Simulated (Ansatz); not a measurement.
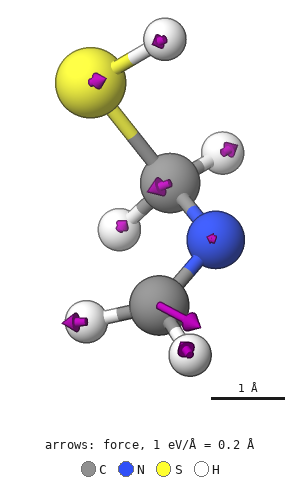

Starting geometry of C₂H₅NS (coarse preliminary run) with the computed forces as purple arrows. Style: ball-and-stick. Shown from a free direction.

The start comes from a force field.

Computed with RKS PBE-D4/def2-SVP in Ansatz.

Input
```yaml
crystal:
  periodic: [false, false, false]
  atoms:
    - {symbol: C, position_ang: [-0.106000, 1.172300, -0.894900]}
    - {symbol: N, position_ang: [-0.753200, 0.143400, -0.520900]}
    - {symbol: C, position_ang: [0.116700, -0.849700, 0.051100]}
    - {symbol: S, position_ang: [0.570100, -0.636400, 1.828800]}
    - {symbol: H, position_ang: [0.933800, 1.381500, -0.826500]}
    - {symbol: H, position_ang: [-0.739500, 2.047800, -1.364000]}
    - {symbol: H, position_ang: [-0.289200, -1.832000, -0.059300]}
    - {symbol: H, position_ang: [1.142400, -0.879900, -0.480400]}
    - {symbol: H, position_ang: [-0.786500, -0.593200, 2.249000]}
basis:
  gaussian: {orbitals: def2-SVP}
hamiltonian: {xc: pbe, dispersion: d4}
relax: {f_tol: 0.03, max_steps: 200}
```

Command:
```bash
ansatz run in.yaml --threads 2 --pin off --events-out ev --progress --plain --max-ram 4352MiB
```

Is this structure relaxed? If not, where do the atoms go?

It isn't relaxed: the largest force vector, on C1, is 4.45 eV/Å. The final displacements have little in common with the starting forces (cosine between the two patterns 0.10). H5 moves most after the best rigid fit: 0.55 Å. Largest moves by element: H 0.55 Å, N 0.32 Å, S 0.22 Å, C 0.14 Å. Near-neighbour distances that change, for instance: C1–H6 1.178 → 1.108 Å, S4–H9 1.421 → 1.363 Å, C1–H5 1.063 → 1.119 Å, C3–H7 1.069 → 1.110 Å. Among the angles between lasting bonds that change: C1–N2–C3 111.6° → 118.0°, N2–C1–H5 129.7° → 123.7°, N2–C3–S4 116.8° → 111.4°. Groups turn about N2–C3 by about 30°. The energy falls by 7.98 kcal/mol in 10 accepted moves (11 points after the start). The largest force component goes from 3.6 to 0.011 eV/Å. The line search rejected the trial step at point 2 of the run.
